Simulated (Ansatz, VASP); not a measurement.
**Cross-check of TaSb2 between VASP and Ansatz**

Wanted: the spread between two codes on one cell, functional and k mesh. The cell comes out of earlier VASP steps on this material, which relaxed, scaled or displaced it; both programs get it as it stands.

Main program and level: Ansatz 0.2.0; plane waves, with VASP 6.6.1 beside it; zone-centre phonons at PBEsol.

## 1. The structure

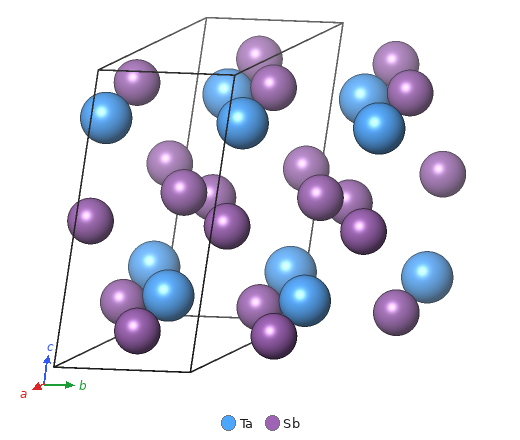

The starting structure, seen slightly off an axis (tantalum blue, antimony purple). 1×2×1 cells are drawn. This picture shows the conventional cell, with its axes. Some periodic images of atoms are drawn too.

## 2. VASP: zone-centre phonons, PBEsol

Second derivatives magnify differences that forces hide, and they need a tight electronic threshold.

Lines of VASP's logs that name or quote its potential files are left out, and so is its time.

File INCAR:

```
SYSTEM = TaSb2
PREC = Accurate
ENCUT = 400
EDIFF = 1E-08
NELM = 100
ISMEAR = 1
SIGMA = 0.2
LREAL = .FALSE.
ALGO = Normal
GGA = PS
NBANDS = 27
LASPH = .TRUE.
LORBIT = 11
LWAVE = .FALSE.
LCHARG = .FALSE.
KPAR = 4
IBRION = 8
ISIF = 2
```

File POSCAR:

```
TaSb2
1.0
    5.1171574945     -1.8183642879      0.0095185283
    5.1171574945      1.8183642879      0.0095185283
   -4.2154227015      0.0000000000      7.1302925838
Ta Sb
2 4
Direct
    0.8497042829      0.8497042829      0.8118814231
    0.1502957171      0.1502957171      0.1881185769
    0.1480743744      0.1480743744      0.5345757291
    0.8519256356      0.8519256356      0.4654242709
    0.4049162393      0.4049162393      0.1137224561
    0.5950837607      0.5950837607      0.8862775439
```

File KPOINTS:

```
Automatic mesh
0
Gamma
9 9 5
0 0 0
```

Potentials, in the order of the species: Ta_pv and Sb (PBE family, release 64).

Launch:

```
$ mpirun -np 4 vasp_std
```

Numbers of over 12 decimals in the logs are rounded to 6 here.

Log:

```text
[banner, memory and clock lines left out]
running    4 mpi-ranks, on    1 nodes
 distrk:  each k-point on    1 cores,    4 groups
 distr:  one band on    1 cores,    1 groups

 POSCAR found type information on POSCAR TaSb
 POSCAR found :  2 types and       6 ions
|                                                                             |
|               ----> ADVICE to this user running VASP <----                  |
|                                                                             |
|     You enforced a specific xc type in the INCAR file but a different       |
|     [... a line on the potential file left out ...]
|     I HOPE YOU KNOW WHAT YOU ARE DOING!                                     |
|                                                                             |

 LDA part: xc-table for (Slater+PW92), standard interpolation
 POSCAR, INCAR and KPOINTS ok, starting setup
 FFT: planning ... GRIDC
 FFT: planning ... GRID_SOFT
 FFT: planning ... GRID
 WAVECAR not read
 entering main loop
       N       E                     dE             d eps       ncg     rms          rms(c)
DAV:   1     0.264256487592E+03    0.26426E+03   -0.16713E+04  6882   0.112E+03
DAV:   2    -0.299936035947E+02   -0.29425E+03   -0.28906E+03  7388   0.290E+02
DAV:   3    -0.454851243920E+02   -0.15492E+02   -0.15202E+02  7793   0.621E+01
DAV:   4    -0.458179055721E+02   -0.33278E+00   -0.33072E+00  7977   0.914E+00
DAV:   5    -0.458235975256E+02   -0.56920E-02   -0.56848E-02  8049   0.133E+00    0.185E+01
DAV:   6    -0.447847744272E+02    0.10388E+01   -0.42962E+00  7920   0.101E+01    0.837E+00
DAV:   7    -0.445755801323E+02    0.20919E+00   -0.87188E-01  7794   0.390E+00    0.336E+00
DAV:   8    -0.445402284012E+02    0.35352E-01   -0.16812E-01  7919   0.223E+00    0.506E-01
DAV:   9    -0.445389994236E+02    0.12290E-02   -0.11617E-02  8381   0.514E-01    0.227E-01
DAV:  10    -0.445386367009E+02    0.36272E-03   -0.24180E-03  7811   0.269E-01    0.590E-02
DAV:  11    -0.445386416053E+02   -0.49044E-05   -0.26239E-04  7904   0.761E-02    0.215E-02
DAV:  12    -0.445386423143E+02   -0.70898E-06   -0.36055E-05  7855   0.301E-02    0.593E-03
DAV:  13    -0.445386416266E+02    0.68772E-06   -0.23946E-06  7536   0.861E-03    0.194E-03
DAV:  14    -0.445386415670E+02    0.59554E-07   -0.27337E-07  7904   0.287E-03    0.719E-04
DAV:  15    -0.445386414740E+02    0.93031E-07   -0.34484E-08  6299   0.996E-04    0.294E-04
DAV:  16    -0.445386414964E+02   -0.22435E-07   -0.32019E-09  4072   0.354E-04    0.527E-05
DAV:  17    -0.445386414909E+02    0.54765E-08   -0.71017E-10  4029   0.141E-04
   1 F= -.44538641E+02 E0= -.44539285E+02  d E =0.192914E-02
 Linear response reoptimize wavefunctions to high precision
DAV:   1    -0.445386414904E+02    0.53160E-09   -0.16278E-10  4026   0.725E-05
DAV:   2    -0.445386414903E+02    0.68212E-10   -0.53534E-11  4005   0.371E-05
 Linear response DOF=           9
 Linear response progress:
  Degree of freedom:   1/  9
       N       E                     dE             d eps       ncg     rms          rms(c)
RMM:   1    -0.159216185802E+00   -0.15922E+00    0.13679E+01  6276   0.248E+01
RMM:   2    -0.193360284882E+00   -0.34144E-01   -0.47641E-02  9341   0.149E+00    0.997E-02
RMM:   3    -0.193380375263E+00   -0.20090E-04   -0.40237E-03 11982   0.287E-01    0.551E-02
RMM:   4    -0.192995413605E+00    0.38496E-03   -0.47567E-04 12734   0.113E-01    0.257E-02
RMM:   5    -0.192844432740E+00    0.15098E-03   -0.83534E-05 12934   0.351E-02    0.135E-02
RMM:   6    -0.192772124452E+00    0.72308E-04   -0.17342E-05 12592   0.163E-02    0.642E-03
RMM:   7    -0.192714907417E+00    0.57217E-04   -0.64457E-06 12796   0.792E-03    0.130E-03
RMM:   8    -0.192707550090E+00    0.73573E-05   -0.20122E-06 13309   0.300E-03    0.633E-04
RMM:   9    -0.192705536726E+00    0.20134E-05   -0.92616E-07 12890   0.175E-03    0.176E-04
RMM:  10    -0.192705832186E+00   -0.29546E-06   -0.79473E-07 13619   0.970E-04    0.824E-05
RMM:  11    -0.192706179525E+00   -0.34734E-06   -0.35248E-07 13862   0.653E-04    0.252E-05
RMM:  12    -0.192706297262E+00   -0.11774E-06   -0.22437E-07 13774   0.463E-04    0.130E-05
RMM:  13    -0.192706431923E+00   -0.13466E-06   -0.10927E-07 13453   0.363E-04    0.684E-06
RMM:  14    -0.192706489719E+00   -0.57796E-07   -0.12929E-07 14609   0.288E-04    0.296E-06
RMM:  15    -0.192706509924E+00   -0.20206E-07   -0.10807E-07 14872   0.242E-04    0.231E-06
RMM:  16    -0.192706525528E+00   -0.15604E-07   -0.73727E-08 14506   0.213E-04    0.214E-06
RMM:  17    -0.192706541398E+00   -0.15870E-07   -0.74292E-08 14771   0.193E-04    0.163E-06
RMM:  18    -0.192706582132E+00   -0.40735E-07   -0.77563E-08 14095   0.183E-04    0.234E-06
RMM:  19    -0.192706552188E+00    0.29944E-07   -0.74263E-08 13885   0.172E-04    0.171E-06
[...]
Linear response progress:
  Degree of freedom:   3/  9
       N       E                     dE             d eps       ncg     rms          rms(c)
RMM:   1    -0.162679041594E+00   -0.16268E+00    0.14203E+01  6229   0.254E+01
RMM:   2    -0.197849410655E+00   -0.35170E-01   -0.48254E-02  9253   0.151E+00    0.121E-01
RMM:   3    -0.197834303040E+00    0.15108E-04   -0.48544E-03 11738   0.329E-01    0.695E-02
RMM:   4    -0.197496576049E+00    0.33773E-03   -0.60854E-04 12745   0.116E-01    0.355E-02
[...]
RMM:   4    -0.229070454861E-01   -0.13218E-04   -0.38753E-05 19395   0.260E-02    0.501E-03
RMM:   5    -0.229027190589E-01    0.43264E-05   -0.43045E-06 19594   0.660E-03    0.311E-03
RMM:   6    -0.228996926469E-01    0.30264E-05   -0.44136E-07 20001   0.280E-03    0.719E-04
RMM:   7    -0.228996222539E-01    0.70393E-07   -0.18313E-07 20429   0.108E-03    0.400E-04
RMM:   8    -0.228997736673E-01   -0.15141E-06   -0.95586E-09 20625   0.532E-04    0.196E-04
RMM:   9    -0.228998291684E-01   -0.55501E-07   -0.97782E-09 21894   0.234E-04    0.383E-05
RMM:  10    -0.228998498747E-01   -0.20706E-07   -0.17996E-08 20774   0.114E-04    0.201E-05
RMM:  11    -0.228998993866E-01   -0.49512E-07   -0.27044E-08 22005   0.781E-05    0.488E-06
RMM:  12    -0.228999025149E-01   -0.31283E-08   -0.92852E-09 24148   0.648E-05    0.189E-06
 first order change of Fermi-energy  -0.19482E-04
 force on displaced ion       3 direction 2 :  -0.001  -6.442  -0.001
 Linear response progress:
  Degree of freedom:   6/  9
       N       E                     dE             d eps       ncg     rms          rms(c)
RMM:   1    -0.378076024292E-01   -0.37808E-01    0.18183E-02 12683   0.125E+00
RMM:   2    -0.349334379289E-01    0.28742E-02   -0.50989E-03 10333   0.279E-01    0.127E-01
RMM:   3    -0.347828792124E-01    0.15056E-03   -0.10957E-03 10878   0.147E-01    0.990E-02
RMM:   4    -0.347234034865E-01    0.59476E-04   -0.30690E-04 10823   0.626E-02    0.603E-02
RMM:   5    -0.347421635169E-01   -0.18760E-04   -0.61692E-05 11130   0.330E-02    0.746E-03
RMM:   6    -0.347399502518E-01    0.22133E-05   -0.12238E-05 10518   0.104E-02    0.322E-03
RMM:   7    -0.347386379105E-01    0.13123E-05   -0.19532E-06 11521   0.461E-03    0.133E-03
RMM:   8    -0.347390726537E-01   -0.43474E-06    0.31697E-07 11278   0.166E-03    0.623E-04
RMM:   9    -0.347390530414E-01    0.19612E-07    0.27609E-08 11163   0.774E-04    0.997E-05
RMM:  10    -0.347391797936E-01   -0.12675E-06    0.53070E-08 12080   0.328E-04    0.638E-05
RMM:  11    -0.347392113509E-01   -0.31557E-07   -0.30825E-08 12045   0.131E-04    0.146E-05
RMM:  12    -0.347392150940E-01   -0.37431E-08   -0.19322E-09 12992   0.809E-05    0.544E-06
 first order change of Fermi-energy  -0.13351E+00
 force on displaced ion       3 direction 3 :  -0.926   0.000  -9.983
 Linear response progress:
  Degree of freedom:   7/  9
       N       E                     dE             d eps       ncg     rms          rms(c)
RMM:   1    -0.344050237532E-01   -0.34405E-01    0.13921E-02 12199   0.124E+00
RMM:   2    -0.301128136572E-01    0.42922E-02   -0.45630E-03 10937   0.265E-01    0.752E-02
RMM:   3    -0.301055261463E-01    0.72875E-05   -0.46926E-04 10590   0.854E-02    0.455E-02
RMM:   4    -0.301125475054E-01   -0.70214E-05   -0.79378E-05 10830   0.355E-02    0.228E-02
RMM:   5    -0.301231901453E-01   -0.10643E-04   -0.21967E-05 10974   0.198E-02    0.856E-03
RMM:   6    -0.301278070487E-01   -0.46169E-05   -0.24354E-06 11096   0.739E-03    0.276E-03
RMM:   7    -0.301277151033E-01    0.91945E-07   -0.79377E-07 11369   0.370E-03    0.676E-04
RMM:   8    -0.301284211133E-01   -0.70601E-06   -0.10317E-07 10993   0.116E-03    0.367E-04
RMM:   9    -0.301286458719E-01   -0.22476E-06    0.47452E-09 11760   0.501E-04    0.716E-05
RMM:  10    -0.301287196739E-01   -0.73802E-07   -0.20222E-09 12222   0.198E-04    0.356E-05
RMM:  11    -0.301287362662E-01   -0.16592E-07    0.31572E-09 12373   0.928E-05    0.126E-05
RMM:  12    -0.301287290192E-01    0.72470E-08    0.64133E-09 12558   0.651E-05    0.389E-06
 first order change of Fermi-energy  -0.27147E+00
 force on displaced ion       5 direction 1 : -10.866   0.000   1.137
 Linear response progress:
  Degree of freedom:   8/  9
       N       E                     dE             d eps       ncg     rms          rms(c)
RMM:   1    -0.260280013238E-01   -0.26028E-01   -0.15472E-02 20841   0.109E+00
RMM:   2    -0.228418706818E-01    0.31861E-02   -0.39489E-03 19130   0.243E-01    0.650E-02
RMM:   3    -0.228587687971E-01   -0.16898E-04   -0.31671E-04 18858   0.658E-02    0.379E-02
RMM:   4    -0.229138813062E-01   -0.55113E-04   -0.64329E-05 19200   0.349E-02    0.761E-03
RMM:   5    -0.229011142246E-01    0.12767E-04   -0.80682E-06 19406   0.921E-03    0.413E-03
RMM:   6    -0.229000437275E-01    0.10705E-05   -0.12086E-06 20357   0.319E-03    0.120E-03
RMM:   7    -0.229005095079E-01   -0.46578E-06   -0.17542E-07 20474   0.132E-03    0.651E-04
RMM:   8    -0.229009981678E-01   -0.48866E-06   -0.85434E-08 19455   0.708E-04    0.243E-04
RMM:   9    -0.229011517208E-01   -0.15355E-06   -0.63520E-09 22018   0.298E-04    0.665E-05
RMM:  10    -0.229012290812E-01   -0.77360E-07   -0.19613E-09 20035   0.143E-04    0.601E-05
RMM:  11    -0.229013163111E-01   -0.87230E-07   -0.10883E-08 21750   0.787E-05    0.536E-06
RMM:  12    -0.229013152690E-01    0.10421E-08   -0.88955E-09 23532   0.556E-05    0.189E-06
 first order change of Fermi-energy   0.22456E-03
 force on displaced ion       5 direction 2 :  -0.002  -7.302   0.001
 Linear response progress:
  Degree of freedom:   9/  9
       N       E                     dE             d eps       ncg     rms          rms(c)
RMM:   1    -0.380054142300E-01   -0.38005E-01    0.28261E-03 12276   0.119E+00
RMM:   2    -0.343837659200E-01    0.36216E-02   -0.39445E-03 10363   0.262E-01    0.104E-01
RMM:   3    -0.342844654151E-01    0.99301E-04    0.16289E-04 10797   0.111E-01    0.780E-02
RMM:   4    -0.343421507891E-01   -0.57685E-04   -0.16710E-04 10863   0.471E-02    0.495E-02
RMM:   5    -0.343527772917E-01   -0.10627E-04   -0.39129E-05 11061   0.262E-02    0.614E-03
RMM:   6    -0.343476535920E-01    0.51237E-05   -0.99237E-07 10701   0.851E-03    0.275E-03
RMM:   7    -0.343461879238E-01    0.14657E-05    0.71305E-07 11614   0.348E-03    0.100E-03
RMM:   8    -0.343464997679E-01   -0.31184E-06   -0.42919E-07 11155   0.128E-03    0.392E-04
RMM:   9    -0.343461727445E-01    0.32702E-06    0.13316E-07 11285   0.583E-04    0.831E-05
RMM:  10    -0.343463100421E-01   -0.13730E-06   -0.11681E-07 12418   0.244E-04    0.382E-05
RMM:  11    -0.343463427693E-01   -0.32727E-07   -0.70811E-08 12261   0.101E-04    0.136E-05
RMM:  12    -0.343463564814E-01   -0.13712E-07   -0.37755E-08 13307   0.735E-05    0.443E-06
RMM:  13    -0.343463570369E-01   -0.55556E-09   -0.30911E-08 13181   0.624E-05    0.166E-06
 first order change of Fermi-energy   0.19860E+00
 force on displaced ion       5 direction 3 :   1.140   0.000  -8.020
 Linear response finished
```

[end of part 1 of 2]

[Lines on the potential files, build, host, timing and source positions are cut from VASP's logs without a mark.]

[Logs are printed without paths, hosts, clocks, repeated set-up lines and the standing remarks that a program may print on its own settings, such as how far it seeks lower states.]

[Hosts, paths, dates, database ids (printed as entryN), source tags and the programs' standing remarks are cut or masked in the printed files.]
